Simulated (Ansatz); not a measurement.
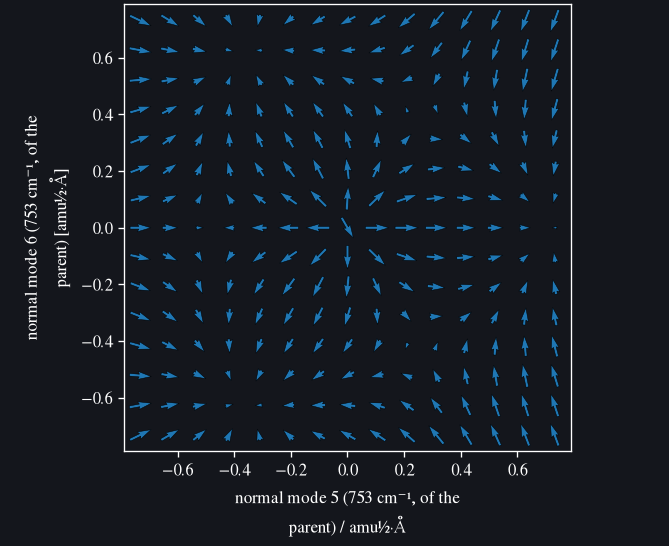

ClGaH3, spin multiplicity 2. 
- First axis: normal mode 5 (753 cm⁻¹, of the parent). Second axis: normal mode 6 (753 cm⁻¹, of the parent).
- Nothing is relaxed (straight displacements along the two mass-weighted modes).
- The scan uses a 15 × 15 grid; 120 points were computed and 105 follow by symmetry.
- Points are written as (first, second).
- Near the degeneracy a single determinant is a rough description.
- Method: UKS PBE0-D4/def2-SVPD in Ansatz 0.2.0.

Drawn: arrows along the force (downhill), their lengths compressed.

The arrows alone are given. Where are the wells?

The arrows converge at about (−0.362 amu½·Å, −0.622 amu½·Å); about (−0.36 amu½·Å, 0.63 amu½·Å) (read from the interpolated surface).

The energy map of the same scan:

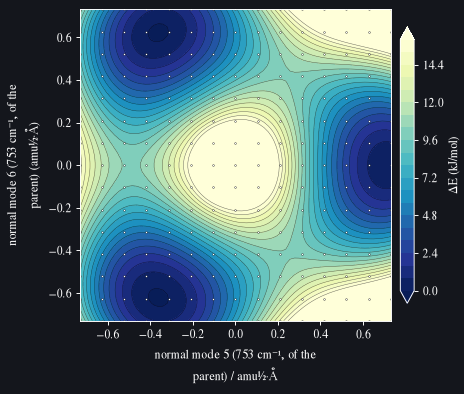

Energies are in kJ/mol, from the lowest grid point; between grid points the surface is interpolated.
